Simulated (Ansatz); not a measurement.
**CHClInNO (SMILES O=C=[N][InH][Cl]) at PBE0/def2-SVP (core potential)**

Aim: the energy change on altering one bond length of CHClInNO at PBE0/def2-SVP (core potential), from 2 runs. 

The calculation is run with Ansatz 0.2.0.

147 further runs of the same task are left out: 6 that didn't finish, 141 set aside as unsound or not needed. Runs told in other sessions of the task aren't counted.

**1. The system as given**

The species is CHClInNO (6 atoms), meant as a singlet with charge 0. SMILES: `O=C=[N][InH][Cl]`. Geometry: relaxed at PBE0-D4/def2-TZVP. This is one conformer, not always the lowest.

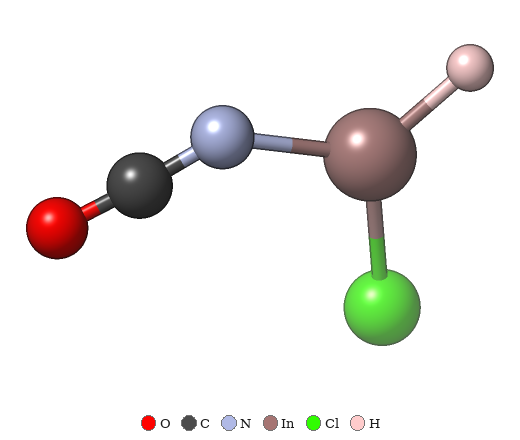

Viewed from a chosen angle; oxygen red, carbon dark grey, nitrogen light blue, indium brown, chlorine green, hydrogen pink.

**2. The energy at PBE0/def2-SVP (core potential)**

Input file job.yaml:

```yaml
crystal:
  periodic: [false, false, false]
  atoms:
    - {symbol: O, position_ang: [1.628000, -2.320400, 0.058100]}
    - {symbol: C, position_ang: [0.896600, -1.470900, 0.379300]}
    - {symbol: N, position_ang: [0.136700, -0.626900, 0.782100]}
    - {symbol: In, position_ang: [-0.744200, 1.027900, 0.031300]}
    - {symbol: Cl, position_ang: [-0.127000, 1.382000, -2.172000]}
    - {symbol: H, position_ang: [-1.790100, 2.008300, 0.921200]}
basis:
  gaussian:
    orbitals: def2-SVP
magnetization:
  spin_polarized: false
hamiltonian:
  xc: {name: PBE0}
accuracy: high
output: {orbitals: {seedname: orbitals}}
```

Command:

```console
$ ansatz run job.yaml --threads 1 --pin off --max-ram 3480MiB --events-out events.jsonl --progress --plain --runs-dir runs
```

What it wrote:

```text
Warning: RAYON_NUM_THREADS=1 ignored (pool sized by the plan → 1); use --threads N
Functional definition: PBE0
  name "PBE0"
  parameter a = 0.25
  parameter kappa = 0.804
  parameter beta = 0.06672455060314922
  exchange = (1 - a)*pbe_x(kappa = kappa, mu = beta*pi^2/3) + a*exact_x
  correlation = pbe_c(beta = beta)
2019 factors; integrals over basis functions are off by at most 7.1e-9 eV
mean field evaluation 1: about -22266.1917 eV, gradient 5.1e1 eV
mean field evaluation 2: about -22257.5705 eV, gradient 7.9e1 eV
mean field evaluation 4: about -22271.5250 eV, gradient 4.0e0 eV
mean field evaluation 8: about -22271.7350 eV, gradient 9.2e-1 eV
mean field evaluation 16: about -22271.7367 eV, gradient 1.2e-4 eV
mean field -22271.73672995 eV, -818.4712285003 hartree, gradient 1.3e-8 eV, S^2 0.000000; 0 other end points of the search recorded, 0 dependent functions left out
reference -22271.73673293 eV, -818.4712286097 hartree; 30, 30 occupied and 61, 61 virtual orbitals, 2019 factors
Total energy: -22271.73673293 eV, -818.4712286097 hartree
```

Wall time 11 s (1 thread of Arm Neoverse V1, shared host); peak memory 0.33 GiB.

**3. The distorted shape, same level**

Input file molecule.yaml:

```yaml
basis:
  gaussian:
    orbitals: def2-SVP
crystal:
  periodic: [false, false, false]
  atoms:
    - {symbol: O, position_ang: [1.941769, -2.614519, -0.208869]}
    - {symbol: C, position_ang: [1.210369, -1.765019, 0.112331]}
    - {symbol: N, position_ang: [0.450469, -0.921019, 0.515131]}
    - {symbol: In, position_ang: [-0.430431, 0.733781, -0.235669]}
    - {symbol: Cl, position_ang: [0.186769, 1.087881, -2.438969]}
    - {symbol: H, position_ang: [-1.790100, 2.008300, 0.921200]}
total_charge: 0
hamiltonian:
  xc: {name: PBE0}
accuracy: high
output: {orbitals: {seedname: orbitals}}
```

Command:

```console
$ ansatz run molecule.yaml --threads 1 --pin off --max-ram 3480MiB --events-out events.jsonl --progress --plain --runs-dir runs
```

What it wrote:

```text
Warning: RAYON_NUM_THREADS=1 ignored (pool sized by the plan → 1); use --threads N
Functional definition: PBE0
  name "PBE0"
  parameter a = 0.25
  parameter kappa = 0.804
  parameter beta = 0.06672455060314922
  exchange = (1 - a)*pbe_x(kappa = kappa, mu = beta*pi^2/3) + a*exact_x
  correlation = pbe_c(beta = beta)
2011 factors; integrals over basis functions are off by at most 7.7e-9 eV
mean field evaluation 1: about -22265.2560 eV, gradient 5.1e1 eV
mean field evaluation 2: about -22255.6297 eV, gradient 8.1e1 eV
mean field evaluation 4: about -22270.6076 eV, gradient 3.9e0 eV
mean field evaluation 8: about -22270.8141 eV, gradient 9.5e-1 eV
mean field evaluation 16: about -22270.8159 eV, gradient 2.7e-4 eV
mean field -22270.81588189 eV, -818.4373879584 hartree, gradient 6.6e-8 eV, S^2 0.000000; 0 other end points of the search recorded, 0 dependent functions left out
reference -22270.81588488 eV, -818.4373880683 hartree; 30, 30 occupied and 61, 61 virtual orbitals, 2011 factors
Total energy: -22270.81588488 eV, -818.4373880683 hartree
```

Wall time 11 s (1 thread of Arm Neoverse V1, shared host); peak memory 0.33 GiB.

**4. Summary of results**

Level: PBE0/def2-SVP (core potential).

```
                                                          quantity          value
                                         first shape: total energy  -818.47123 Eh
                                          first shape: HOMO energy       -8.43 eV
                                          first shape: LUMO energy       -1.95 eV
                                        first shape: HOMO–LUMO gap        6.48 eV
                                     distorted shape: total energy  -818.43739 Eh
                                      distorted shape: HOMO energy       -8.56 eV
                                      distorted shape: LUMO energy       -2.82 eV
                                    distorted shape: HOMO–LUMO gap        5.74 eV
energy change with the In4–H6 bond stretched from 1.687 to 2.194 Å       0.921 eV
```

In words: With the In4–H6 bond stretched from 1.687 to 2.194 Å the energy rises by 0.92 eV (21.2 kcal/mol). The first shape isn't relaxed at this level, so the change isn't measured from a minimum.
